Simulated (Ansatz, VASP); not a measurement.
# Cross-check of Co2TeS between VASP and Ansatz

Aim: how closely do two programs agree when they are given the same cell, functional and k mesh? The cell is invented: As first built, before any earlier steps moved the atoms: it takes the Mg2TeS structure with some of its atoms replaced by other elements, volume scaled by an estimate. It may not be a known or stable phase. The cell comes out of earlier VASP steps on this material, which relaxed, scaled or displaced it; both programs get it as it stands.

Calculated with Ansatz 0.2.0; plane waves, with VASP 6.6.1 beside it; band structure at RPBE and single point at RPBE.

**1. The structure**

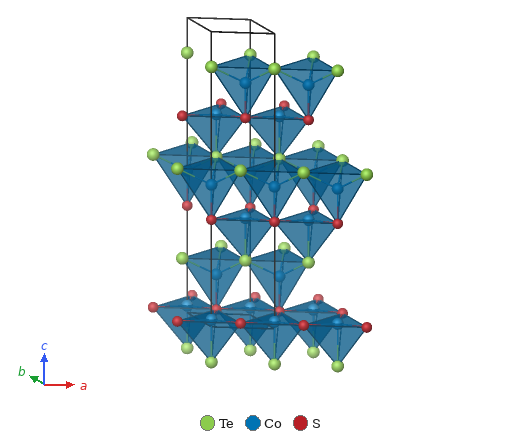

The starting structure, seen slightly off an axis (tellurium green, cobalt blue, sulfur red). 2×1×1 cells are drawn. This picture shows the conventional cell, with its axes. Bonds to atoms that aren't drawn are left out. Some periodic images of atoms are drawn too.

**2. VASP: band structure, RPBE**

The same path points are solved in both programs, so levels can be compared one by one.

Lines of VASP's logs that name or quote its potential files are left out, and so is its time.

The input, INCAR:

```
SYSTEM = Co2TeS
PREC = Accurate
ENCUT = 400
EDIFF = 1E-06
NELM = 100
ISMEAR = -1
SIGMA = 0.05
LREAL = .FALSE.
ALGO = Normal
GGA = RP
NBANDS = 31
ISPIN = 2
MAGMOM = -0.026 0.566 0.481 0.041
LMAXMIX = 4
LORBIT = 11
LWAVE = .FALSE.
LCHARG = .FALSE.
KPAR = 2
```

The input, POSCAR:

```
Co2TeS
1.0
    1.8784615242      1.0845302393      5.9772850919
   -1.8784615242      1.0845302393      5.9772850919
    0.0000000000     -2.1690604786      5.9772850919
Te Co S
1 2 1
Direct
    0.8809363647      0.8809363647      0.8809363647
    0.0239557777      0.0239557777      0.0239557777
    0.4817333976      0.4817333976      0.4817333976
    0.3633771300      0.3633771300      0.3633771300
```

The input, KPOINTS:

```
Automatic mesh
0
Gamma
7 7 7
0 0 0
```

The input, KPOINTS_OPT:

```
Line mode
16
Line-mode
Reciprocal
  0.00000000   0.00000000   0.00000000 GAMMA
  0.50000000   0.00000000   0.00000000 L

  0.50000000   0.00000000   0.00000000 L
  0.50000000   0.18861412  -0.18861412 B1

  0.81138588   0.50000000   0.18861412 B
  0.50000000   0.50000000   0.50000000 Z

  0.50000000   0.50000000   0.50000000 Z
  0.00000000   0.00000000   0.00000000 GAMMA

  0.00000000   0.00000000   0.00000000 GAMMA
  0.34430706   0.00000000  -0.34430706 X

  0.65569294   0.34430706   0.00000000 Q
  0.50000000   0.50000000   0.00000000 F

  0.50000000   0.50000000   0.00000000 F
  0.65569294   0.65569294   0.18861412 P1

  0.65569294   0.65569294   0.18861412 P1
  0.50000000   0.50000000   0.50000000 Z

  0.50000000   0.00000000   0.00000000 L
  0.81138588   0.34430706   0.34430706 P
```

Potentials, in the order of the species: Te, Co and S (PBE family, release 64).

Launch:

```sh
> mpirun -np 2 vasp_std
```

Numbers of over 12 decimals in the logs are rounded to 6 here.

The log of the run:

```text
[banner, memory and clock lines left out]
running    2 mpi-ranks, on    1 nodes
 distrk:  each k-point on    1 cores,    2 groups
 distr:  one band on    1 cores,    1 groups

 POSCAR found type information on POSCAR TeCoS
 POSCAR found :  3 types and       4 ions
|                                                                             |
|               ----> ADVICE to this user running VASP <----                  |
|                                                                             |
|     You enforced a specific xc type in the INCAR file but a different       |
|     [... a line on the potential file left out ...]
|     I HOPE YOU KNOW WHAT YOU ARE DOING!                                     |
|                                                                             |

 LDA part: xc-table for (Slater+PW92), standard interpolation
 POSCAR, INCAR and KPOINTS ok, starting setup
 FFT: planning ... GRIDC
 FFT: planning ... GRID_SOFT
 FFT: planning ... GRID
 WAVECAR not read
 entering main loop
       N       E                     dE             d eps       ncg     rms          rms(c)
DAV:   1     0.172237510140E+03    0.17224E+03   -0.94101E+03  5456   0.774E+02
DAV:   2    -0.716774336088E+01   -0.17941E+03   -0.16227E+03  5743   0.209E+02
DAV:   3    -0.215976303706E+02   -0.14430E+02   -0.13897E+02  6705   0.679E+01
DAV:   4    -0.219634630511E+02   -0.36583E+00   -0.36510E+00  6409   0.110E+01
DAV:   5    -0.219756340940E+02   -0.12171E-01   -0.12170E-01  7449   0.201E+00    0.160E+01
DAV:   6    -0.254734242297E+02   -0.34978E+01   -0.19257E+01  6580   0.685E+01    0.224E+01
DAV:   7    -0.203547017150E+02    0.51187E+01   -0.11516E+01  7068   0.650E+01    0.905E+00
DAV:   8    -0.219905318979E+02   -0.16358E+01   -0.10774E+01  7138   0.401E+01    0.187E+01
DAV:   9    -0.201068795835E+02    0.18837E+01   -0.76762E+00  7182   0.264E+01    0.212E+00
DAV:  10    -0.201197696324E+02   -0.12890E-01   -0.15807E-01  6611   0.275E+00    0.934E-01
DAV:  11    -0.201211179686E+02   -0.13483E-02   -0.86442E-03  8422   0.848E-01    0.557E-01
DAV:  12    -0.201234066746E+02   -0.22887E-02   -0.25076E-03  7401   0.617E-01    0.250E-01
DAV:  13    -0.201242254368E+02   -0.81876E-03   -0.17122E-03  8109   0.437E-01    0.824E-02
DAV:  14    -0.201243236706E+02   -0.98234E-04   -0.35943E-04  6475   0.146E-01    0.564E-02
DAV:  15    -0.201243471583E+02   -0.23488E-04   -0.27227E-05  7287   0.502E-02    0.340E-02
DAV:  16    -0.201243565630E+02   -0.94047E-05   -0.14618E-05  7006   0.419E-02    0.168E-02
DAV:  17    -0.201243606042E+02   -0.40412E-05   -0.86883E-06  6766   0.307E-02    0.661E-03
DAV:  18    -0.201243616649E+02   -0.10607E-05   -0.19544E-06  5155   0.143E-02    0.339E-03
DAV:  19    -0.201243619075E+02   -0.24257E-06   -0.94089E-07  3664   0.779E-03
   1 F= -.20124362E+02 E0= -.20110664E+02  d E =-.273966E-01  mag=     1.0710
 Start KPOINTS_OPT (optional k-point list driver)
k-point batch [1-44\144]
       N       E                     dE             ncg
DAV:   1     0.129923010622E+05   -0.16916E+05     5456
DAV:   2     0.522079244186E+04   -0.77715E+04     5778
DAV:   3     0.461570438664E+04   -0.60509E+03     6641
DAV:   4     0.460112741192E+04   -0.14577E+02     6454
DAV:   5     0.460066581638E+04   -0.46160E+00     7631
DAV:   6     0.460064761693E+04   -0.18199E-01     7094
DAV:   7     0.460064727132E+04   -0.34560E-03     7876
DAV:   8     0.460064726913E+04   -0.21891E-05     4560
DAV:   9     0.460064726866E+04   -0.47321E-06     4352
[...]
k-point batch [133-144\144]
       N       E                     dE             ncg
DAV:   1     0.263841893661E+05   -0.70676E+04     1488
DAV:   2     0.242462764098E+05   -0.21379E+04     1551
DAV:   3     0.240792762481E+05   -0.16700E+03     1846
DAV:   4     0.240753053539E+05   -0.39709E+01     1779
DAV:   5     0.240751738838E+05   -0.13147E+00     2037
DAV:   6     0.240751678253E+05   -0.60584E-02     1979
DAV:   7     0.240751677411E+05   -0.84209E-04     2091
DAV:   8     0.240751677405E+05   -0.62443E-06     1403
```

From OUTCAR (step 2):

```text
ion  position               nearest neighbor table
   1  0.881  0.881  0.881-   3 2.47   3 2.47   3 2.47   2 2.56
   2  0.024  0.024  0.024-   4 2.17   4 2.17   4 2.17   1 2.56   3 3.11   3 3.11   3 3.11
   3  0.482  0.482  0.482-   4 2.12   1 2.47   1 2.47   1 2.47   2 3.11   2 3.11   2 3.11
   4  0.363  0.363  0.363-   3 2.12   2 2.17   2 2.17   2 2.17

  LATTYP: Found a trigonal (rhomboedric) cell.
 ALAT       =     6.3586760106
 COS(alpha) =     0.8254574931

 Subroutine GETGRP returns: Found  6 space group operations
 (whereof  6 operations were pure point group operations)

The static configuration has the point symmetry C_3v.

 Found     44 irreducible k-points:

   k-points           NKPTS =     44   k-points in BZ     NKDIM =     44   number of bands    NBANDS=     31

   dimension x,y,z NGX =    42 NGY =   42 NGZ =   42
   dimension x,y,z NGXF=    84 NGYF=   84 NGZF=   84

   ENCUT  =  400.0 eV  29.40 Ry    5.42 a.u.  10.37 10.37 10.37*2*pi/ulx,y,z

   NELECT =      30.0000    total number of electrons

 k-points in reciprocal lattice and weights: Automatic mesh
   0.00000000  0.00000000  0.00000000       0.003
   0.14285714 -0.00000000 -0.00000000       0.017
   0.28571429 -0.00000000 -0.00000000       0.017
   0.42857143  0.00000000 -0.00000000       0.017
   0.14285714  0.14285714 -0.00000000       0.017
   0.28571429  0.14285714 -0.00000000       0.035
   0.42857143  0.14285714 -0.00000000       0.035
  -0.42857143  0.14285714 -0.00000000       0.035
  -0.28571429  0.14285714  0.00000000       0.035
[...]
0.42857143  0.42857143  0.42857143       0.006
  -0.42857143  0.42857143  0.42857143       0.017

 average (electrostatic) potential at core
       1 -87.6801       2 -81.0889       3 -81.0375       4 -85.2132

 E-fermi :   7.4949

 spin component 1
 k-point     1 :       0.0000    0.0000    0.0000
  band No.  band energies     occupation
    ...
      9       5.8004      1.00000
     10       5.9748      1.00000
     11       5.9748      1.00000
     12       6.0678      1.00000
     13       6.0678      1.00000
     14       8.4967      0.00000
     15       8.4967      0.00000
     16       8.6821      0.00000
     17       9.8106      0.00000
     18       9.8106      0.00000
    ...

 k-point     2 :       0.1429   -0.0000   -0.0000
  band No.  band energies     occupation
    ...
     10       5.8663      1.00000
     11       5.8827      1.00000
     12       6.1178      1.00000
     13       6.1874      1.00000
     14       7.4598      0.66881
     15       8.2033      0.00000
     16       8.7148      0.00000
     17       8.9432      0.00000
     18       9.2610      0.00000
     19      11.7403      0.00000
    ...

 k-point     3 :       0.2857   -0.0000   -0.0000
  band No.  band energies     occupation
    ...
     10       5.6901      1.00000
     11       5.7894      1.00000
     12       6.1816      1.00000
     13       6.2950      1.00000
     14       6.6516      1.00000
     15       7.5233      0.36148
     16       7.5683      0.18710
     17       8.4283      0.00000
     18       8.4560      0.00000
     19      12.2172      0.00000
    ...

 k-point     4 :       0.4286    0.0000   -0.0000
  band No.  band energies     occupation
    ...
     12       6.0991      1.00000
     13       6.2344      1.00000
     14       6.4555      1.00000
     15       6.9791      0.99997
     16       7.1542      0.99890
     17       7.7359      0.00801
     18       8.0087      0.00003
     19      12.1106      0.00000
     20      12.5650      0.00000
     21      13.7371      0.00000
    ...

 k-point     5 :       0.1429    0.1429   -0.0000
  band No.  band energies     occupation
    ...
      9       5.7345      1.00000
     10       5.8896      1.00000
     11       5.8913      1.00000
     12       6.1259      1.00000
     13       6.1342      1.00000
     14       7.5778      0.15994
     15       8.0704      0.00001
     16       8.4734      0.00000
     17       9.0511      0.00000
     18       9.4514      0.00000
    ...

 k-point     6 :       0.2857    0.1429   -0.0000
  band No.  band energies     occupation
    ...
     10       5.8068      1.00000
     11       5.8547      1.00000
     12       6.0893      1.00000
     13       6.2796      1.00000
     14       6.8403      1.00000
     15       7.5566      0.22536
     16       7.7348      0.00817
     17       8.3439      0.00000
     18       8.9399      0.00000
     19      12.5707      0.00000
    ...

  Total       -0.0307893     -0.0307893     -0.0449833      0.0000000      0.0000000      0.0000000
  in kB       -0.6751672     -0.6751671     -0.9864223      0.0000000      0.0000000      0.0000000
  external PRESSURE =      -0.7789189 kB  Pullay stress =       0.0000000 kB

  energy-cutoff  :      400.00
  volume of cell :       73.06
      direct lattice vectors                 reciprocal lattice vectors
     1.878461524  1.084530239  5.977285092     0.266175268  0.153676367  0.055766678
    -1.878461524  1.084530239  5.977285092    -0.266175268  0.153676367  0.055766678
     0.000000000 -2.169060479  5.977285092     0.000000000 -0.307352733  0.055766678

 POSITION                                       TOTAL-FORCE (eV/Angst)
 -----------------------------------------------------------------------------------
      0.00000      0.00000     15.79682         0.000000      0.000000     -0.000444
      0.00000      0.00000      0.42957         0.000000      0.000000      0.004200
      0.00000      0.00000      8.63837         0.000000      0.000000     -0.009692
      0.00000      0.00000      6.51603         0.000000      0.000000      0.005936
 -----------------------------------------------------------------------------------
    total drift:                               -0.000000     -0.000003      0.000009

  FREE ENERGIE OF THE ION-ELECTRON SYSTEM (eV)
  ---------------------------------------------------
  free  energy   TOTEN  =       -20.1243619075 eV

  energy  without entropy=      -20.0969653187  energy(sigma->0) =      -20.11066361

 total charge
# of ion       s       p       d       tot
------------------------------------------
    1        1.363   1.935   0.095   3.393
    2        0.408   0.467   7.426   8.302
    3        0.421   0.448   7.448   8.317
    4        1.329   2.372   0.000   3.701
--------------------------------------------------
tot          3.521   5.223  14.969  23.713

 magnetization (x)
# of ion       s       p       d       tot
------------------------------------------
    1        0.009  -0.034  -0.002  -0.026
    2        0.007   0.005   0.555   0.567
    3        0.015   0.009   0.457   0.480
    4        0.003   0.038   0.000   0.041
--------------------------------------------------
tot          0.034   0.018   1.010   1.062

[... 6 further parts left out ...]
```

The run ends at a pressure of -0.08 GPa, with forces up to 0.0097 eV/Å.

[end of part 1 of 3]

[Lines on the potential files, build, host, timing and source positions are cut from VASP's logs without a mark.]

[Logs are printed without paths, hosts, clocks, repeated set-up lines and the standing remarks that a program may print on its own settings, such as how far it seeks lower states.]

[Hosts, paths, dates, database ids (printed as entryN), source tags and the programs' standing remarks are cut or masked in the printed files.]
